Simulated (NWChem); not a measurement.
## Single-point calculation of SiHCl3

- system: SiHCl3, multiplicity 3, SMILES Cl[SiH](Cl)Cl
- method: HF/def2-SVPD, UHF (NWChem 7.3.0)

The run did not end well. The geometry is that of the parent species in another charge or spin state. The geometry comes from this level: PBE0-D4/def2-TZVP.

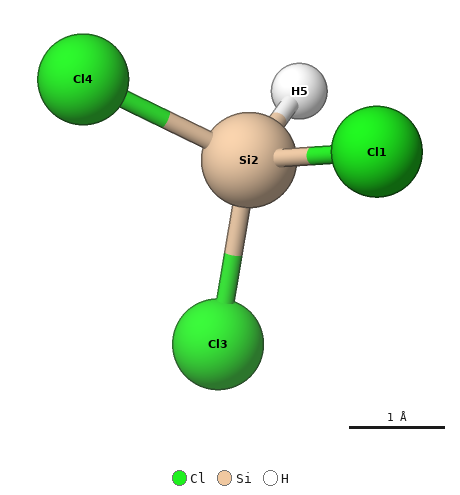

Fig. 1: The input geometry (ball-and-stick view, seen at a tilt; atoms are numbered from 1 in the order of the input).

The input
```
echo
start a
memory total 2200 mb

geometry units angstroms noautosym nocenter noautoz
load a.xyz
end

basis spherical bse
* library def2-SVPD
end

scf
triplet
uhf
thresh 1e-08
maxiter 80
end

task scf energy
```

File a.xyz
```
5

Cl     1.690930    -0.571430     0.891880
Si    -0.081300    -0.012690     0.075440
Cl     0.017700     1.933700    -0.491290
Cl    -0.476020    -1.170520    -1.544190
H     -1.151310    -0.179060     1.068150
```

Machine: 1 thread of Intel Xeon @ 2.50GHz (Skylake/Cascade Lake), 12 GiB of memory available, shared host.

Launched with:
```bash
nwchem a.nw > a.out
```

The program's output
```
============================== echo of input deck ==============================
echo
start a
memory total 2200 mb

geometry units angstroms noautosym nocenter noautoz
load a.xyz
end

basis spherical bse
* library def2-SVPD
end

scf
triplet
uhf
thresh 1e-08
maxiter 80
end

task scf energy
================================================================================

             Northwest Computational Chemistry Package (NWChem) 7.3.0
             --------------------------------------------------------

           Job information
           ---------------

    nwchem branch   = 7.3.0
    use scalapack   = T
    input           = a.nw
    prefix          = a.
    data base       = ./a.db
    status          = startup
    nproc           =        1

           Memory information
           ------------------

    heap     =     72089600 doubles =      550.0 Mbytes
    stack    =     72089597 doubles =      550.0 Mbytes
    global   =    144179200 doubles =     1100.0 Mbytes (distinct from heap & stack)
    total    =    288358397 doubles =     2200.0 Mbytes
    verify   = yes
    hardfail = no

           Directory information
           ---------------------

  0 permanent = .
  0 scratch   = .

                                NWChem Input Module
                                -------------------

 Scaling coordinates for geometry "geometry" by  1.889725989
 (inverse scale =  0.529177249)

                             Geometry "geometry" -> ""
                             -------------------------

 Output coordinates in angstroms (scale by  1.889725989 to convert to a.u.)

  No.       Tag          Charge          X              Y              Z
 ---- ---------------- ---------- -------------- -------------- --------------
    1 Cl                  17.0000     1.69093000    -0.57143000     0.89188000
    2 Si                  14.0000    -0.08130000    -0.01269000     0.07544000
    3 Cl                  17.0000     0.01770000     1.93370000    -0.49129000
    4 Cl                  17.0000    -0.47602000    -1.17052000    -1.54419000
    5 H                    1.0000    -1.15131000    -0.17906000     1.06815000

      Atomic Mass
      -----------

      Cl                34.968850
      Si                27.976930
      H                  1.007825

 Effective nuclear repulsion energy (a.u.)     338.9908723183

            Nuclear Dipole moment (a.u.)
            ----------------------------
        X                 Y               Z
 ---------------- ---------------- ----------------
    35.2714710152     5.4859312366   -32.7241770744

            XYZ format geometry
            -------------------
     5
 geometry
 Cl                    1.69093000    -0.57143000     0.89188000
 Si                   -0.08130000    -0.01269000     0.07544000
 Cl                    0.01770000     1.93370000    -0.49129000
 Cl                   -0.47602000    -1.17052000    -1.54419000
 H                    -1.15131000    -0.17906000     1.06815000

 ==============================================================================
                                internuclear distances
 ------------------------------------------------------------------------------
       center one      |      center two      | atomic units |  angstroms
 ------------------------------------------------------------------------------
    2 Si               |   1 Cl               |     3.83552  |     2.02967
    3 Cl               |   2 Si               |     3.83545  |     2.02963
    4 Cl               |   2 Si               |     3.83553  |     2.02967
    5 H                |   2 Si               |     2.77608  |     1.46904
 ------------------------------------------------------------------------------
                         number of included internuclear distances:          4
 ==============================================================================

 ==============================================================================
                                 internuclear angles
 ------------------------------------------------------------------------------
        center 1       |       center 2       |       center 3       |  degrees
 ------------------------------------------------------------------------------
    1 Cl               |   2 Si               |   3 Cl               |   109.50
    1 Cl               |   2 Si               |   4 Cl               |   109.50
    1 Cl               |   2 Si               |   5 H                |   109.45
    3 Cl               |   2 Si               |   4 Cl               |   109.49
    3 Cl               |   2 Si               |   5 H                |   109.44
    4 Cl               |   2 Si               |   5 H                |   109.45
 ------------------------------------------------------------------------------
                            number of included internuclear angles:          6
 ==============================================================================

 Summary of "ao basis" -> "" (spherical)
 ------------------------------------------------------------------------------
       Tag                 Description            Shells   Functions and Types
 ---------------- ------------------------------  ------  ---------------------
 *                         def2-SVPD                  on all atoms

                      Basis "ao basis" -> "ao basis" (spherical)
                      -----
  [basis functions not shown]

 Summary of "ao basis" -> "ao basis" (spherical)
 ------------------------------------------------------------------------------
       Tag                 Description            Shells   Functions and Types
 ---------------- ------------------------------  ------  ---------------------
 Cl                        def2-SVPD                11       27   5s4p2d
 Si                        def2-SVPD                10       24   5s3p2d
 H                         def2-SVPD                 4        8   2s2p

                                 NWChem SCF Module
                                 -----------------

  ao basis        = "ao basis"
  functions       =   113
  atoms           =     5
  alpha electrons =    34
  beta  electrons =    32
  charge          =   0.00
  wavefunction    = UHF
  input vectors   = atomic
  output vectors  = ./a.movecs
  use symmetry    = F
  symmetry adapt  = F

 Summary of "ao basis" -> "ao basis" (spherical)
 ------------------------------------------------------------------------------
       Tag                 Description            Shells   Functions and Types
 ---------------- ------------------------------  ------  ---------------------
 Cl                        def2-SVPD                11       27   5s4p2d
 Si                        def2-SVPD                10       24   5s3p2d
 H                         def2-SVPD                 4        8   2s2p

 Forming initial guess at       0.1s

      Superposition of Atomic Density Guess
      -------------------------------------

 Sum of atomic energies:       -1667.22693462

      Non-variational initial energy
      ------------------------------

 Total energy =   -1668.275172
 1-e energy   =   -2981.366988
 2-e energy   =     974.100944
 HOMO         =      -0.399620
 LUMO         =       0.047243

 Starting SCF solution at       0.9s

 ----------------------------------------------
         Quadratically convergent UHF

 Convergence threshold     :          1.000E-08
 Maximum no. of iterations :           80
 Integral*density screening:          1.000E-10
 ----------------------------------------------

              iter       energy          gnorm     gmax       time
             ----- ------------------- --------- --------- --------
                 1    -1667.2358446087  6.03D-01  1.09D-01      3.9
                 2    -1667.3055339360  1.75D-01  4.13D-02      9.5
  ga_iter_lsolve: convergence stagnant ... aborting solve

 Disabled NR: increased maxiter to  90

                 3    -1667.3156721282  1.08D-01  1.88D-02     24.3
                 4    -1667.3189045416  4.34D-02  1.62D-02     27.1
                 5    -1667.3208877201  5.56D-02  1.04D-02     32.8
                 6    -1667.3248034513  9.96D-02  2.46D-02     38.5
                 7    -1667.3278277401  8.95D-02  2.42D-02     44.4
                 8    -1667.3329136820  5.23D-02  1.14D-02     50.1
                 9    -1667.3335726280  1.83D-02  2.47D-03     55.5
                10    -1667.3336964496  1.06D-02  1.50D-03     61.3
                11    -1667.3337350624  6.11D-03  1.15D-03     66.3
                12    -1667.3337504075  3.98D-03  7.21D-04     70.7
                13    -1667.3337543282  2.00D-03  3.53D-04     72.9
                14    -1667.3337555165  1.15D-03  1.37D-04     78.4
                15    -1667.3337557744  4.30D-04  6.18D-05     84.4
                16    -1667.3337558447  3.29D-04  6.39D-05     90.3
                17    -1667.3337559103  3.96D-04  7.18D-05     96.1
                18    -1667.3337562229  1.37D-03  1.67D-04    104.0
                19    -1667.3341172116  3.90D-02  9.69D-03    131.8
```

Outcome

- outcome: stopped at the time limit
- basis functions: 113
- wall time: 2.8 min
- peak memory: 0.098 GiB

What went wrong

The run was cut off by its time limit, so the output is incomplete.
